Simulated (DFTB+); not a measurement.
## Geometry relaxation of TiH3O3F (part 3 of 3)

Continued. System: TiH3O3F, SMILES [OH][Ti]([OH])([OH])[F]. Method: GFN1-xTB, R-SCC, dispersion built in (DFTB+ 25.1). The geometry comes from this level: GFN2-xTB. The settings are looser than a standard set-up, so the numbers are not reference values.

Geometry of the input (Å):
```
O  -0.7113  1.3311  0.6396
Ti 0.1018  0.1340  -0.2831
O  1.4806  -0.4239  0.5672
O  -0.9667  -1.1684  -0.6004
F  0.6055  0.8313  -1.7859
H  -1.6149  1.5875  0.8393
H  2.0774  -0.1640  1.2724
H  -0.9726  -2.1277  -0.6491
```

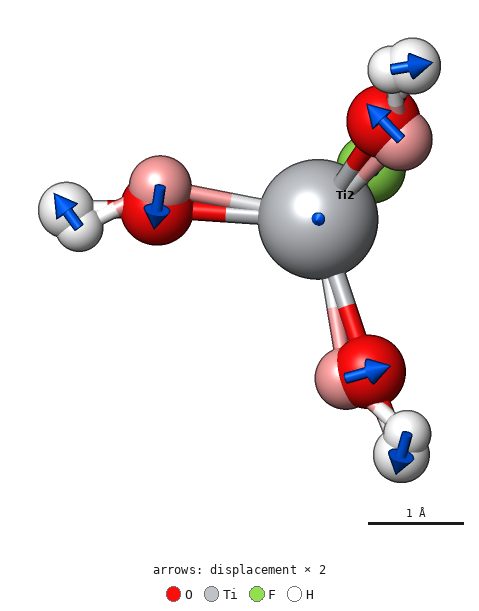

**Figure 1.** Start (faint) and end (solid) with the displacements as blue arrows, magnified 2 times (ball-and-stick view, seen at a tilt). The two geometries are laid on each other by the best rigid fit. Over 17 geometry steps the energy falls by 0.128 eV. The largest moves after the best rigid fit, 0.27 Å, are those of O1 and O4. Largest moves by element: O 0.27 Å, H 0.26 Å, F 0.09 Å, Ti 0.05 Å. Distances before and after: Ti2–F5 1.732 → 1.701 Å, Ti2–O3 1.713 → 1.698 Å, O1–Ti2 1.716 → 1.701 Å, O3–H7 0.960 → 0.955 Å. Among the angles that change: Ti2–O1–H6 138.1° → 173.5°, Ti2–O4–H8 140.5° → 174.6°, O3–Ti2–F5 109.1° → 106.5°. (Atoms are counted from 1 in the order of the input.)

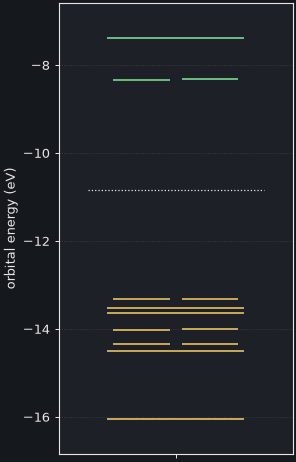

**Figure 2.** Orbital energies near the frontier; the dotted line parts filled from empty levels, and levels within 0.02 eV of each other stand side by side. Highest filled −13.33 eV, lowest empty −8.33 eV, 5.00 eV apart.

### Key numbers

```tsv
quantity	value
outcome	converged
Mermin free energy	−22.288188 hartree
basis functions	31
largest force	0.126 eV/Å
HOMO	−13.33 eV
LUMO	−8.33 eV
dipole moment	3.81 D
hardware	1 thread of AMD EPYC (Zen 5), 32 GiB of memory available, shared host
peak memory	0.074 GiB
```

### Notes

Settings chosen away from the usual ones: gtol. These settings are looser than, or depart from, a standard set-up, so the numbers are not reference values for this system.
